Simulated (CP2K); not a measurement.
**GFN2-xTB run of CH3GeNSe (SMILES N#[C][GeH2][SeH])**

What is the energy difference between two shapes of CH3GeNSe at GFN2-xTB? 

Program for the calculation: CP2K 2026.2.

3 further runs of the same task are left out: 1 that didn't finish, 2 set aside as unsound or not needed.

## 1. The molecule

CH3GeNSe: 7 atoms, total charge 0, spin state singlet. As SMILES, `N#[C][GeH2][SeH]`. Geometry: a GFN2-xTB relaxation, a rough one for these elements and not checked as a minimum. This is one conformer, not always the lowest.

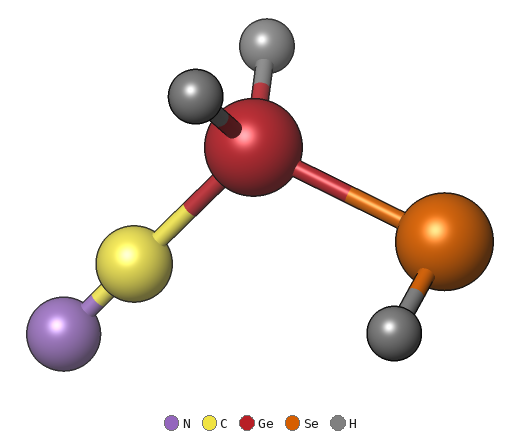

The structure, seen from a chosen angle (nitrogen purple, carbon yellow, germanium red, selenium orange, hydrogen grey).

## 2. Energy and gradient at GFN2-xTB

File molecule.xyz:

```xyz
7

N      1.667010    -1.645080     1.256490
C      0.967350    -0.815560     0.894160
Ge    -0.208130     0.572260     0.265270
Se    -1.592320    -0.209700    -1.417890
H      0.698730     1.696140    -0.173900
H     -1.042520     0.996160     1.441590
H     -0.490130    -0.594230    -2.265720
```

File mol.inp:

```
&FORCE_EVAL
 METHOD Quickstep
 &DFT
  CHARGE 0
  MULTIPLICITY 1
  # Quickstep
  &QS
   METHOD XTB
   EPS_DEFAULT 1.0E-10
   &XTB
    GFN_TYPE TBLITE
    &TBLITE
     METHOD GFN2
    &END TBLITE
    CHECK_ATOMIC_CHARGES F
   &END XTB
  &END QS
  # cluster boundary conditions
  &POISSON
   PERIODIC NONE
   POISSON_SOLVER ANALYTIC
  &END POISSON
  &SCF
   SCF_GUESS ATOMIC
   EPS_SCF 1.0E-07
   MAX_SCF 150
   ADDED_MOS 2
   &DIAGONALIZATION
    ALGORITHM STANDARD
   &END DIAGONALIZATION
   &MIXING
    METHOD DIRECT_P_MIXING
    ALPHA 0.4
   &END MIXING
   &SMEAR ON
    METHOD FERMI_DIRAC
    ELECTRONIC_TEMPERATURE [K] 300
   &END SMEAR
  &END SCF
  &PRINT
   &MOMENTS
    PERIODIC F
    REFERENCE COM
    MAX_MOMENT 1
   &END MOMENTS
   &MO ON
    ENERGIES T
    OCCUPATION_NUMBERS T
    NDIGITS 6
    &EACH
     QS_SCF 0
    &END EACH
    ADD_LAST NUMERIC
   &END MO
   &HIRSHFELD OFF
   &END HIRSHFELD
  &END PRINT
 &END DFT
 # structure
 &SUBSYS
  &CELL
   ABC [angstrom] 15.3 15.3 15.7
   PERIODIC NONE
  &END CELL
  &TOPOLOGY
   COORD_FILE_NAME molecule.xyz
   COORD_FILE_FORMAT XYZ
   &CENTER_COORDINATES
   &END CENTER_COORDINATES
  &END TOPOLOGY
 &END SUBSYS
 # extra output
 &PRINT
  &FORCES ON
  &END FORCES
 &END PRINT
&END FORCE_EVAL

&GLOBAL
 PROJECT_NAME mol
 RUN_TYPE ENERGY_FORCE
 PRINT_LEVEL MEDIUM
&END GLOBAL
```

Started as:

```
$ OMP_NUM_THREADS=1 cp2k.psmp -i mol.inp -o mol.out
```

Output:

```text
CP2K| version string:                                       CP2K version 2026.2
[...]
 GLOBAL| Method name                                                        CP2K
[...]
 GLOBAL| Run type                                                   ENERGY_FORCE
[...]
                             - Atoms:                                          7
[...]
                             - Spherical basis functions:                     29
[...]
 Number of electrons:                                                         22
[...]
  *** SCF run converged in    18 steps ***
[...]
  Fermi energy:                                                -0.29395691097906
[...]
 TB_DIPOLE| Moment [Debye]         -0.18640228       1.49613440      -0.90543948
 TB_DIPOLE| Derivative [a.u.]       0.00000000       0.00000000       0.00000000
[...]
 ENERGY| Total FORCE_EVAL ( QS ) energy [hartree]            -11.655970626597682
 FORCES| Atomic forces [hartree/bohr]
 FORCES|   Atom     x               y               z               |f|
 FORCES|      1  3.63400263E-05 -1.47818516E-04 -2.74737625E-05   1.54679407E-04
 FORCES|      2 -3.33388881E-05  1.76572796E-04  3.97435360E-05   1.84035275E-04
 FORCES|      3 -4.80214150E-05  1.10356084E-05  2.92722867E-05   5.73123697E-05
 FORCES|      4 -9.96536853E-06 -2.35949794E-05 -8.51083214E-05   8.88788951E-05
 FORCES|      5  1.29305106E-05  4.17158406E-05  2.01186970E-05   4.80850437E-05
 FORCES|      6  5.14017707E-05 -6.35161394E-06  2.60120754E-05   5.79578562E-05
 FORCES|      7 -9.34663601E-06 -5.15591356E-05 -2.56451110E-06   5.24621843E-05
 FORCES| Sum    -2.35949498E-16  6.68207351E-17  5.89433287E-17
 FORCES| Total atomic force                                       2.52213188E-16
[...]
```

It took 0.42 s on 1 thread of Arm Neoverse N1, shared host; peak memory 0.14 GiB.

## 3. The distorted shape at the same level

File molecule.xyz:

```xyz
7

N      1.670099    -1.609812     1.247644
C      0.973921    -0.857611     0.898541
Ge    -0.204911     0.587572     0.261720
Se    -1.595897    -0.215531    -1.412315
H      0.711799     1.703095    -0.172598
H     -1.043516     1.021579     1.424267
H     -0.496183    -0.541637    -2.255401
```

File job.inp:

```
&GLOBAL
  PROJECT_NAME job
  RUN_TYPE ENERGY_FORCE
  PRINT_LEVEL MEDIUM
&END GLOBAL

&FORCE_EVAL
  METHOD Quickstep
  &DFT
    CHARGE 0
    MULTIPLICITY 1
    &QS
      METHOD XTB
      EPS_DEFAULT 1.0E-10
      &XTB
        GFN_TYPE TBLITE
        &TBLITE
          METHOD GFN2
        &END TBLITE
        CHECK_ATOMIC_CHARGES F
      &END XTB
    &END QS
    &POISSON
      PERIODIC NONE
      POISSON_SOLVER ANALYTIC
    &END POISSON
    &SCF
      SCF_GUESS ATOMIC
      EPS_SCF 1.0E-07
      MAX_SCF 150
      ADDED_MOS 2
      &DIAGONALIZATION
        ALGORITHM STANDARD
      &END DIAGONALIZATION
      &MIXING
        METHOD DIRECT_P_MIXING
        ALPHA 0.4
      &END MIXING
      &SMEAR ON
        METHOD FERMI_DIRAC
        ELECTRONIC_TEMPERATURE [K] 300
      &END SMEAR
    &END SCF
    &PRINT
      &MOMENTS
        PERIODIC F
        REFERENCE COM
        MAX_MOMENT 1
      &END MOMENTS
      &MO ON
        ENERGIES T
        OCCUPATION_NUMBERS T
        NDIGITS 6
        &EACH
          QS_SCF 0
        &END EACH
        ADD_LAST NUMERIC
      &END MO
      &HIRSHFELD OFF
      &END HIRSHFELD
    &END PRINT
  &END DFT
  ! atoms, cell and kinds
  &SUBSYS
    &CELL
      ABC [angstrom] 15.3 15.3 15.7
      PERIODIC NONE
    &END CELL
    &TOPOLOGY
      COORD_FILE_NAME molecule.xyz
      COORD_FILE_FORMAT XYZ
      &CENTER_COORDINATES
      &END CENTER_COORDINATES
    &END TOPOLOGY
  &END SUBSYS
  ! extra output
  &PRINT
    &FORCES ON
    &END FORCES
  &END PRINT
&END FORCE_EVAL
```

Started as:

```
$ OMP_NUM_THREADS=1 cp2k.psmp -i job.inp > job.out 2>&1
```

Output:

```text
CP2K| version string:                                       CP2K version 2026.2
[...]
 GLOBAL| Method name                                                        CP2K
[...]
 GLOBAL| Run type                                                   ENERGY_FORCE
[...]
                             - Atoms:                                          7
[...]
                             - Spherical basis functions:                     29
[...]
 Number of electrons:                                                         22
[...]
  *** SCF run converged in    17 steps ***
[...]
  Fermi energy:                                                -0.27871137468914
[...]
 TB_DIPOLE| Moment [Debye]         -0.02028807       1.47099118      -0.80011130
 TB_DIPOLE| Derivative [a.u.]       0.00000000       0.00000000       0.00000000
[...]
 ENERGY| Total FORCE_EVAL ( QS ) energy [hartree]            -11.645165643662143
 FORCES| Atomic forces [hartree/bohr]
 FORCES|   Atom     x               y               z               |f|
 FORCES|      1  1.18444652E-01 -1.30339983E-01  5.97383472E-02   1.85973969E-01
 FORCES|      2 -1.23235029E-01  1.38920659E-01 -6.23106411E-02   1.95878631E-01
 FORCES|      3  4.47580564E-03 -1.01402820E-02  1.63505224E-03   1.12040863E-02
 FORCES|      4 -3.58958763E-03  2.55793477E-03  3.68604207E-03   5.74587468E-03
 FORCES|      5  4.19780882E-04  2.36072381E-04 -4.83812542E-04   6.82657113E-04
 FORCES|      6 -7.23895643E-04  5.10802612E-04  1.74290279E-03   1.95516095E-03
 FORCES|      7  4.20827347E-03 -1.74520375E-03 -4.00789061E-03   6.06782406E-03
 FORCES| Sum     1.12757026E-17  1.76508114E-16  2.68014777E-16
 FORCES| Total atomic force                                       3.21113962E-16
[...]
```

Run time: 0.42 s. Hardware: 1 thread of Arm Neoverse N1, shared host; peak memory 0.14 GiB.

## 4. Summary of results

At GFN2-xTB:

| quantity | value |
| --- | --- |
| first shape: total energy | -11.65597 Eh |
| first shape: dipole moment (from atomic charges alone) | 1.76 D |
| first shape: HOMO energy | -10.93 eV |
| first shape: LUMO energy | -7.10 eV |
| first shape: HOMO–LUMO gap | 3.83 eV |
| first shape: largest force on an atom | 0.009 eV/Å |
| distorted shape: total energy | -11.64517 Eh |
| distorted shape: dipole moment (from atomic charges alone) | 1.67 D |
| distorted shape: HOMO energy | -10.89 eV |
| distorted shape: LUMO energy | -6.69 eV |
| distorted shape: HOMO–LUMO gap | 4.20 eV |
| distorted shape: largest force on an atom | 10.072 eV/Å |
| energy change with the atoms displaced | 0.294 eV |

What this shows: With the atoms displaced the energy rises by 0.29 eV (6.8 kcal/mol). The dipole (first shape) comes from point charges on the atoms alone, without atomic dipoles, so it is partial. The dipole (distorted shape) comes from point charges on the atoms alone, without atomic dipoles, so it is partial.
